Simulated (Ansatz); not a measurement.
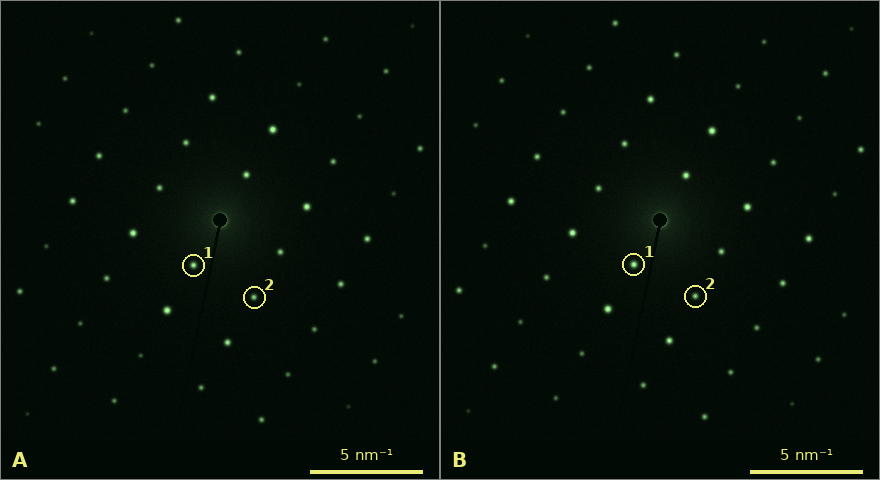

Kinematic electron diffraction patterns (300 kV, B = 0.5 Å², same scale) along [101] of the run's own cell, for the start and the end of one relaxation of Si3O with DFT PBE, scalar-relativistic, plane waves, PAW (Ansatz). k mesh 10×10×4. The start is a generated model structure, and the relaxation ends in the nearest stationary point of its symmetry, not necessarily the ground state. Spot 1 is 0 -1 0 and spot 2 is 1 -1 -1 in both.

Start structure:

```yaml
crystal:
  lattice:
    - [3.53399, 0.00000, 0.00000]
    - [0.12546, 4.38925, 0.00000]
    - [0.51551, 1.72114, 8.81911]
  atoms:
    - { symbol: Si, position: [0.51859, 0.14368, 0.75914] }
    - { symbol: Si, position: [0.61628, 0.73348, 0.31940] }
    - { symbol: Si, position: [0.03284, 0.77515, 0.75439] }
    - { symbol: Si, position: [0.66123, 0.28259, 0.19164] }
    - { symbol: Si, position: [0.56751, 0.62763, 0.59353] }
    - { symbol: Si, position: [0.36953, 0.44994, 0.94766] }
    - { symbol: O, position: [0.11576, 0.27611, 0.10889] }
    - { symbol: O, position: [0.11827, 0.71141, 0.32536] }
```

Which pattern belongs to the start structure, and which to the relaxed one?

B is the start: its cell gives d(1) = 4.308 Å, d(2) = 2.647 Å and an angle of 55.2°. A is the relaxed structure, with d(1) = 4.244 Å (-1.5 %), d(2) = 2.632 Å (-0.5 %) and 54.1°.

Name reflections whose intensity changes strongly on relaxation.

2 -2 -2 goes from 11 to 4.7 % of the strongest spot.

What did the relaxation do to the structure and the energy?

The volume changed by -0.6 % to 17.00 Å³ an atom; with the mean shift removed, the atoms moved by up to 0.16 Å relative to the cell (O most); the space group stayed P1 (No. 1); the free energy fell by 1.7 meV an atom. Relaxed cell: a = 3.562 Å, b = 4.308 Å, c = 9.007 Å, α = 80.24°, β = 87.05°, γ = 88.24°.
